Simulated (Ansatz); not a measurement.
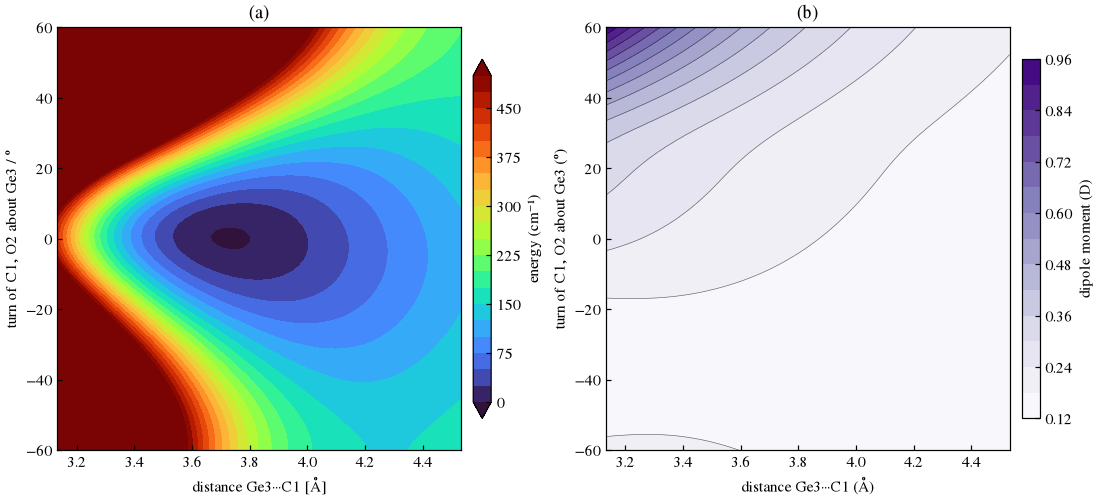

The pair CO···GeH₄. 
- The turn is about an axis along (−0.87, −0.46, 0.19) in the frame of the relaxed pair, normal to the line between the partners.
- Coordinates scanned: (1) distance Ge3···C1; (2) turn of C1, O2 about Ge3.
- The grid has 9 × 9 points.
- Energies are in cm⁻¹, from the lowest grid point.
- Computed with RKS B3LYP-D4/def2-TZVPD (Ansatz).

Panel (a) is the energy and panel (b) the computed dipole moment on the same grid.

The picture shows filled contours, one colour for all values above the top of the scale. Between grid points the surface is interpolated.

### How does the dipole moment vary over the map, and what is it at the lowest grid point?

Leaving out the highest fifth of the energies, it runs from 0.13 D at distance Ge3···C1 = 4.533 Å, turn of C1, O2 about Ge3 = −45° to 0.35 D at distance Ge3···C1 = 3.858 Å, turn of C1, O2 about Ge3 = 60°. At the lowest grid point, distance Ge3···C1 = 3.663 Å, turn of C1, O2 about Ge3 = 0°, it is 0.20 D.

```tsv
turn of C1, O2 about Ge3 ↓, distance Ge3···C1 →	3.133	3.209	3.334	3.487	3.663	3.858	4.068	4.294	4.533
60	0.95	0.85	0.70	0.56	0.44	0.35	0.27	0.22	0.19
45	0.60	0.55	0.47	0.39	0.33	0.27	0.23	0.20	0.17
30	0.38	0.36	0.32	0.28	0.25	0.22	0.19	0.17	0.16
15	0.31	0.29	0.27	0.24	0.22	0.20	0.18	0.16	0.15
0	0.25	0.25	0.23	0.21	0.20	0.18	0.17	0.15	0.14
−15	0.19	0.19	0.18	0.18	0.17	0.16	0.15	0.14	0.14
−30	0.14	0.14	0.15	0.15	0.15	0.15	0.14	0.14	0.13
−45	0.14	0.15	0.16	0.16	0.16	0.15	0.14	0.14	0.13
−60	0.20	0.20	0.19	0.19	0.18	0.16	0.15	0.14	0.13
```
